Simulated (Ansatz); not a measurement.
# C$_{19}$O: geometry relaxation (part 2 of 2)

The same run, continued: C$_{19}$O (slab, 20 atoms in the cell); DFT PBE-D3(BJ), scalar-relativistic, plane waves, PAW, no spin polarisation (Ansatz 0.2.0); cutoff 420 eV, 2×2×1 k-mesh, Gaussian smearing of 0.02 eV. It belongs to a series of runs on one base structure; here: end point A relaxed.

Geometry of the input (Å; fractional positions):
```
7.3980  0.0000  0.0000
-3.6990  6.4069  0.0000
0.0000  0.0000  11.0000
C  0.0000  0.0000  0.0909
C  0.2222  0.1111  0.0909
C  0.0000  0.3333  0.0909
C  0.2222  0.4444  0.0909
C  -0.0000  0.6667  0.0909
C  0.2222  0.7778  0.0909
C  0.3333  0.0000  0.0909
C  0.5556  0.1111  0.0909
C  0.3333  0.3333  0.0909
C  0.5556  0.4444  0.0909
C  0.3333  0.6667  0.0909
C  0.5556  0.7778  0.0909
C  0.6667  0.0000  0.0909
C  0.8889  0.1111  0.0909
C  0.6667  0.3333  0.0909
C  0.8889  0.4444  0.0909
C  0.6667  0.6667  0.0909
C  0.8889  0.7778  0.0909
C  0.9527  0.0601  0.2182
O  0.9527  0.0601  0.3236
```

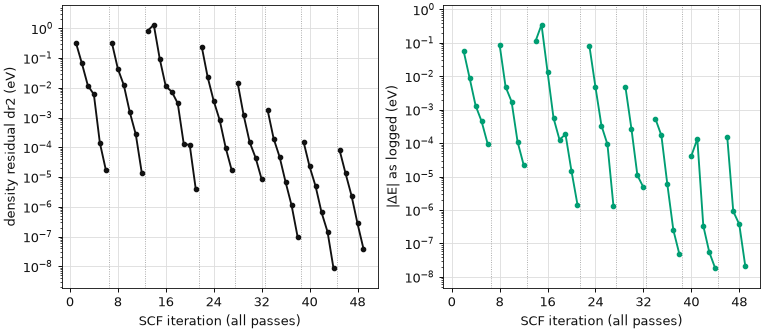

*Convergence of the self-consistent field: density residual dr2 and size of the energy change against the SCF iteration. The dotted lines part the SCF passes of the relaxation: geometry steps, rejected trials and re-solves on a re-selected basis.*

The 8 passes take 5 to 9 iterations each, 49 in all.

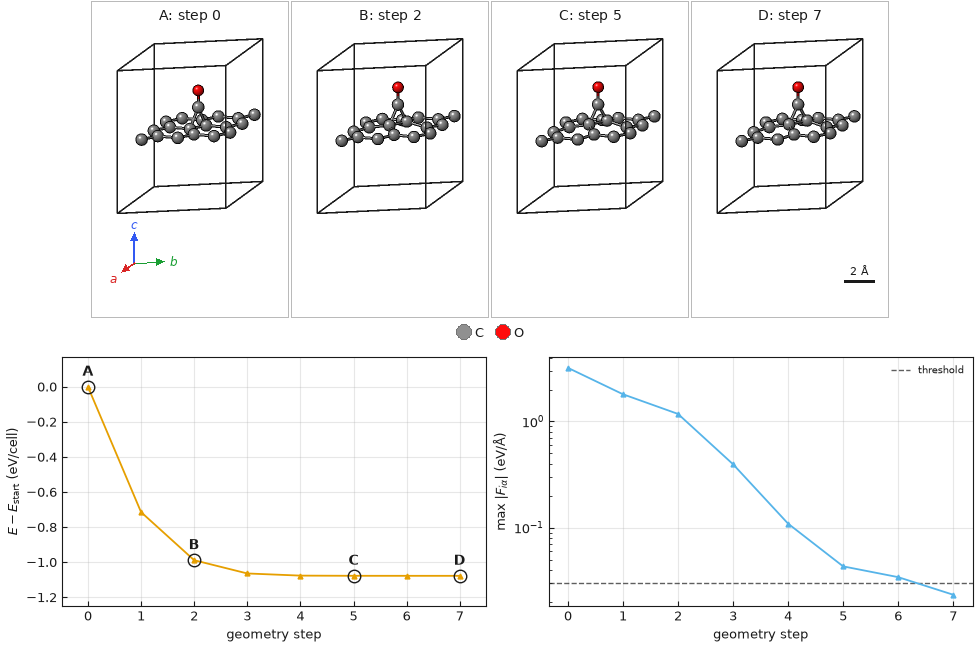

*Frames of the relaxation (ball-and-stick view of the cell of the calculation, with the vacuum cut short (origin shifted), seen slightly off an axis) above the curves, on which the letters mark them (the first geometry is step 0 here and step 1 in the log).*

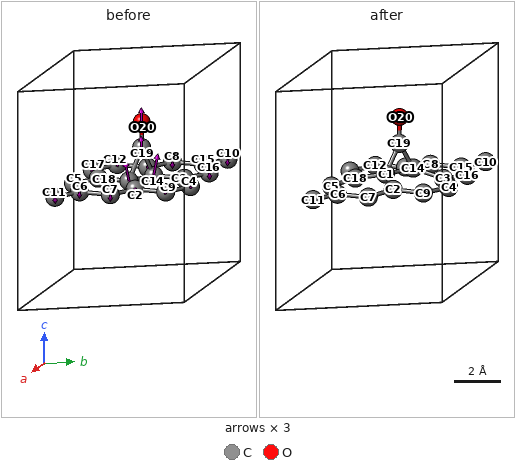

*Before (left) and after (right) the relaxation, at one scale (ball-and-stick view of the cell of the calculation, with the vacuum cut short (origin shifted), seen slightly off an axis). The pink arrows give the displacements, magnified 3 times.*

The atom that moves furthest is C1 (0.34 Å). Largest moves by element: C 0.34 Å, O 0.22 Å. The cell stays as it was. Among the contacts that change: C1–C14 1.424 → 1.588 Å, C14–C19 1.582 → 1.479 Å, C1–C19 1.561 → 1.476 Å, C13–C14 1.424 → 1.465 Å. Among the angles that change: C2–C1–C19 101.2° → 115.4°, C3–C14–C19 101.9° → 115.2°, C1–C19–C14 53.9° → 65.0°. The energy falls by 1.078 eV per cell of the calculation in 7 geometry steps. The largest force component goes from 3.2 to 0.023 eV/Å. (Atoms are counted from 1 in the order of the input.)

```
SCF converged after 5 iterations
Free energy (F): -5332.274454 eV
Harris-Foulkes:  -5332.274454 eV  (|F-HF|=2.41e-8)
Internal energy: -5332.274454 eV  (E = F + TS)
E sigma→0 (E₀):  -5332.274454 eV
Fermi energy:    -0.744013 eV
--- Per-component energies (eV) ---
  E_band       = -827.052784
  E_kinetic    = 1906.759367
  E_local      = -16322.379821  (includes V_loc(G=0)·N_el)
  E_nonlocal   = 567.497296
  E_hartree    = 7204.244324
  E_xc         = -984.847600
  E_vxc        = -1221.921888  (∫ρ·V_xc dr)
  E_paw        = -2045.989075  (= ΣΔE_a)
  E_vpaw       = -165.499829  (= ΣTr[D̂ρ^β])
  E_aug_tail   = 0.002572  (compensation charges beyond the density's cutoff)
  E_ewald      = 4344.217832
  E_disp       = -1.779349  (pairwise vdW)
  E_smearing   = -0.000000  (= −TS)
  E_closure    = -0.000000  (closes the sum)
  Σ components = -5332.274454   (vs F -5332.274454, Δ=0.00e0)
--- Forces (eV/Å), atoms counted from 1 ---
  atom   1  C      0.00570607    -0.00124486    -0.00934653
  atom   2  C     -0.00337147     0.00214618     0.00084292
  atom   3  C      0.00199174     0.00324061    -0.00129116
  atom   4  C      0.00053537    -0.00150982    -0.00064201
  atom   5  C      0.00505156     0.00275371     0.00023581
  atom   6  C     -0.00709883     0.00334163     0.00004655
  atom   7  C      0.00009617    -0.00495743     0.00079058
  atom   8  C      0.00140833     0.00618689    -0.00022322
  atom   9  C     -0.00191737     0.00046742    -0.00015570
  atom  10  C     -0.00759046     0.00466616     0.00041086
  atom  11  C      0.00948348    -0.00515278    -0.00057242
  atom  12  C      0.00094896     0.00024137    -0.00062322
  atom  13  C     -0.00100277    -0.00455399    -0.00160180
  atom  14  C      0.01140277    -0.00446941     0.00360427
  atom  15  C      0.00574828    -0.00401873     0.00051726
  atom  16  C     -0.00398933    -0.00398399     0.00030527
  atom  17  C     -0.00112872     0.00085046    -0.00017583
  atom  18  C     -0.00492237     0.00188564     0.00045994
  atom  19  C     -0.02333564     0.00864432    -0.00343625
  atom  20  O      0.01203001    -0.00458406     0.01081972
  max |Σ_I F_I| component: 5.07e-5 eV/Å
--- Relaxed structure (8 steps of the walk, 8 accepted, 0 SCFs on fresh bases) ---
  F+E_penalty+E_count = -5332.27445407 eV   max|allowed force component| = 2.334e-2 eV/Å
  atoms:
    - { symbol: C, position: [0.007273028625165585, -0.005967625116208911, 0.12092498321609679] }
    - { symbol: C, position: [0.23003402132314515, 0.11505732461185528, 0.0910506873317594] }
    - { symbol: C, position: [0.00439086969101557, 0.3406496534185214, 0.09085874110602249] }
    - { symbol: C, position: [0.22095059996046298, 0.4452975575946673, 0.08691445984719541] }
    - { symbol: C, position: [0.0003448173579975733, 0.6656074208228245, 0.0809408662430038] }
    - { symbol: C, position: [0.22347716437571383, 0.7778404049246952, 0.08131669933972119] }
    - { symbol: C, position: [0.33569835639862156, 0.0009701157894538697, 0.08093515918369869] }
    - { symbol: C, position: [0.5549207596701239, 0.11098616102472364, 0.0808248817559336] }
    - { symbol: C, position: [0.33463306445329055, 0.3315851395041116, 0.08689330960586134] }
    - { symbol: C, position: [0.5573869797965896, 0.4439309175312695, 0.08112563178069561] }
    - { symbol: C, position: [0.33327124651768647, 0.6680459472586907, 0.08126627689698974] }
    - { symbol: C, position: [0.5560195821944235, 0.7803678263934717, 0.08691762110011603] }
    - { symbol: C, position: [0.6606557657817423, -0.003071005479505264, 0.09086474195473318] }
    - { symbol: C, position: [0.8833389806809847, 0.11796471418591267, 0.12048698158424673] }
    - { symbol: C, position: [0.667190518987333, 0.3341270513375558, 0.08114040792123983] }
    - { symbol: C, position: [0.8903289285388056, 0.44638502528267415, 0.08082145000936411] }
    - { symbol: C, position: [0.6697336923754242, 0.6666846833395075, 0.08689763158845625] }
    - { symbol: C, position: [0.886262845538788, 0.7712721247037673, 0.09105889256447389] }
    - { symbol: C, position: [0.9451677938929128, 0.056078822016643305, 0.2340002678938687] }
    - { symbol: O, position: [0.9443138838397713, 0.05645924085536694, 0.3429423090765227] }
```

**Trajectory as extended XYZ (Å, eV, eV/Å), 5 of the 8 frames kept, from step=1 to step=8**
```
20
Lattice="7.3980 0.0000 0.0000 -3.6990 6.4069 0.0000 0.0000 0.0000 11.0000" Properties=species:S:1:pos:R:3:forces:R:3 step=1 energy=-5331.19691
C     0.0000    0.0000    1.0000    2.5566  -1.4186   2.2390
C     1.2330    0.7119    1.0000    2.2674   1.6113  -0.9483
C    -1.2330    2.1356    1.0000    0.2688   2.6069  -0.8670
C     0.0000    2.8475    1.0000   -0.8730   0.1375  -0.0914
C    -2.4660    4.2712    1.0000   -0.3166   0.1840   0.0254
C    -1.2330    4.9831    1.0000    0.2795  -0.1663   0.0066
C     2.4660    0.0000    1.0000   -0.3122   0.1968   0.0330
C     3.6990    0.7119    1.0000    0.3126  -0.1805   0.0238
C     1.2330    2.1356    1.0000    0.5291  -0.6903  -0.0935
C     2.4660    2.8475    1.0000    0.1633  -0.1144   0.0702
C     0.0000    4.2712    1.0000   -0.1698   0.0766   0.0635
C     1.2330    4.9831    1.0000   -0.5106   0.7416  -0.0645
C     4.9320    0.0000    1.0000   -2.0112  -1.5192  -0.7144
C     6.1650    0.7119    1.0000   -2.5423   1.5408   2.1415
C     3.6990    2.1356    1.0000   -0.2764   0.1543   0.0057
C     4.9320    2.8475    1.0000    0.3262  -0.1685   0.0300
C     2.4660    4.2712    1.0000    0.8890  -0.0480  -0.0659
C     3.6990    4.9831    1.0000   -0.2986  -2.6543  -0.7935
C     6.8256    0.3853    2.4000   -0.3067  -0.3559  -3.2016
O     6.8256    0.3853    3.5600    0.0249   0.0666   2.1990
20
Lattice="7.3980 0.0000 0.0000 -3.6990 6.4069 0.0000 0.0000 0.0000 11.0000" Properties=species:S:1:pos:R:3:forces:R:3 step=3 energy=-5332.18542
C     0.0529   -0.0242    1.2687    0.4903  -0.2971   0.4202
C     1.2769    0.7390    0.9801   -0.3572   0.2115   0.1331
C    -1.2278    2.1832    0.9828    0.3636  -0.1740   0.1111
C    -0.0034    2.8548    0.9444   -0.5172   0.1546   0.0093
C    -2.4640    4.2707    0.9255    0.1396  -0.4111  -0.0893
C    -1.2322    4.9893    0.9329    0.3074  -0.1756  -0.0343
C     2.4717    0.0088    0.9244    0.4404   0.0681  -0.0830
C     3.7018    0.7114    0.9260   -0.4276  -0.0961  -0.0814
C     1.2444    2.1345    0.9426    0.4019  -0.3844  -0.0016
C     2.4789    2.8463    0.9121    0.1543  -0.0773  -0.0293
C    -0.0035    4.2797    0.9157   -0.1747   0.1121  -0.0256
C     1.2305    4.9920    0.9483   -0.3997   0.3961   0.0082
C     4.8975   -0.0179    0.9886    0.3503  -0.2676   0.0607
C     6.1213    0.7438    1.2626   -0.4501   0.2359   0.4515
C     3.7076    2.1372    0.9307   -0.2917   0.1710  -0.0375
C     4.9405    2.8541    0.9238   -0.1515   0.4236  -0.0734
C     2.4783    4.2713    0.9459    0.5616  -0.1489  -0.0012
C     3.7045    4.9400    0.9851   -0.4105   0.1972   0.0834
C     6.7911    0.3528    2.5652   -0.0420   0.0702  -1.1783
O     6.7754    0.3519    3.7546    0.0124  -0.0083   0.3570
20
Lattice="7.3980 0.0000 0.0000 -3.6990 6.4069 0.0000 0.0000 0.0000 11.0000" Properties=species:S:1:pos:R:3:forces:R:3 step=5 energy=-5332.27324
C     0.0747   -0.0371    1.3257    0.0013  -0.0047   0.0915
C     1.2772    0.7366    1.0024   -0.0233   0.0581  -0.0139
C    -1.2280    2.1822    0.9994    0.0650   0.0318  -0.0169
C    -0.0120    2.8524    0.9544   -0.0397   0.0233   0.0040
C    -2.4585    4.2654    0.8953   -0.0037  -0.0578  -0.0176
C    -1.2236    4.9838    0.8984    0.0635  -0.0235   0.0095
C     2.4802    0.0060    0.8958    0.0483   0.0172  -0.0173
C     3.6956    0.7120    0.8935   -0.0427  -0.0304  -0.0190
C     1.2488    2.1242    0.9536    0.0451  -0.0154   0.0033
C     2.4808    2.8450    0.8913    0.0409  -0.0216   0.0070
C    -0.0039    4.2796    0.8946   -0.0437   0.0266   0.0032
C     1.2281    5.0002    0.9535   -0.0408   0.0344   0.0030
C     4.8997   -0.0182    0.9980   -0.0030  -0.0822  -0.0167
C     6.1007    0.7551    1.3175    0.0301  -0.0229   0.1091
C     3.7006    2.1408    0.8951   -0.0495   0.0420   0.0090
C     4.9357    2.8598    0.8939   -0.0073   0.0460  -0.0188
C     2.4891    4.2725    0.9527    0.0468  -0.0264   0.0021
C     3.7051    4.9420    1.0007   -0.0667  -0.0211  -0.0127
C     6.7842    0.3567    2.5727   -0.0475   0.0394  -0.0501
O     6.7675    0.3595    3.7715    0.0267  -0.0136  -0.0580
20
Lattice="7.3980 0.0000 0.0000 -3.6990 6.4069 0.0000 0.0000 0.0000 11.0000" Properties=species:S:1:pos:R:3:forces:R:3 step=6 energy=-5332.27427
C     0.0756   -0.0378    1.3318    0.0230  -0.0168  -0.0101
C     1.2764    0.7375    1.0021    0.0082  -0.0180   0.0043
C    -1.2268    2.1823    0.9990   -0.0218   0.0031   0.0010
C    -0.0121    2.8529    0.9555    0.0012  -0.0006   0.0008
C    -2.4590    4.2646    0.8908   -0.0149  -0.0017   0.0014
C    -1.2235    4.9835    0.8953    0.0141  -0.0071  -0.0010
C     2.4803    0.0060    0.8910   -0.0059   0.0126   0.0000
C     3.6952    0.7113    0.8889    0.0088  -0.0129   0.0026
C     1.2492    2.1244    0.9551    0.0053   0.0049   0.0007
C     2.4812    2.8446    0.8913    0.0282  -0.0173   0.0006
C    -0.0045    4.2797    0.8939   -0.0310   0.0169  -0.0011
C     1.2273    4.9997    0.9554    0.0033  -0.0018   0.0008
C     4.8997   -0.0199    0.9987   -0.0145   0.0208  -0.0004
C     6.0996    0.7555    1.3243   -0.0026  -0.0024   0.0064
C     3.7003    2.1407    0.8922   -0.0157   0.0098  -0.0012
C     4.9357    2.8599    0.8890    0.0148  -0.0017   0.0013
C     2.4890    4.2716    0.9549   -0.0036  -0.0054   0.0008
C     3.7036    4.9415    1.0017    0.0228   0.0031   0.0031
C     6.7844    0.3585    2.5752   -0.0432   0.0245   0.0127
O     6.7705    0.3619    3.7739    0.0235  -0.0102  -0.0229
20
Lattice="7.3980 0.0000 0.0000 -3.6990 6.4069 0.0000 0.0000 0.0000 11.0000" Properties=species:S:1:pos:R:3:forces:R:3 step=8 energy=-5332.27445
C     0.0759   -0.0382    1.3302    0.0057  -0.0012  -0.0093
C     1.2762    0.7372    1.0016   -0.0034   0.0021   0.0008
C    -1.2276    2.1825    0.9994    0.0020   0.0032  -0.0013
C    -0.0126    2.8530    0.9561    0.0005  -0.0015  -0.0006
C    -2.4595    4.2645    0.8903    0.0051   0.0028   0.0002
C    -1.2239    4.9835    0.8945   -0.0071   0.0033   0.0000
C     2.4799    0.0062    0.8903    0.0001  -0.0050   0.0008
C     3.6948    0.7111    0.8891    0.0014   0.0062  -0.0002
C     1.2491    2.1244    0.9558   -0.0019   0.0005  -0.0002
C     2.4814    2.8442    0.8924   -0.0076   0.0047   0.0004
C    -0.0056    4.2801    0.8939    0.0095  -0.0052  -0.0006
C     1.2269    4.9997    0.9561    0.0009   0.0002  -0.0006
C     4.8989   -0.0197    0.9995   -0.0010  -0.0046  -0.0016
C     6.0986    0.7558    1.3254    0.0114  -0.0045   0.0036
C     3.6999    2.1407    0.8925    0.0057  -0.0040   0.0005
C     4.9355    2.8599    0.8890   -0.0040  -0.0040   0.0003
C     2.4886    4.2714    0.9559   -0.0011   0.0008  -0.0002
C     3.7036    4.9414    1.0016   -0.0049   0.0019   0.0005
C     6.7849    0.3593    2.5740   -0.0233   0.0086  -0.0034
O     6.7772    0.3617    3.7724    0.0120  -0.0046   0.0108
```

**Key numbers**

| quantity | value |
| --- | --- |
| outcome | converged |
| electrons treated | 82 |
| free energy | −5332.2745 eV |
| Fermi energy | −0.744 eV |
| final volume | 521.38 Å³ |
| largest force (length of the vector) at the end | 0.025 eV/Å |
| hardware | 1 thread of AMD EPYC (Zen 4), 16 GiB of memory available, shared host |
| wall time | 29 s |
| peak memory | 0.68 GiB |

**Notes**

The k-point mesh is coarse for a cell of this size, so the results may not be converged.
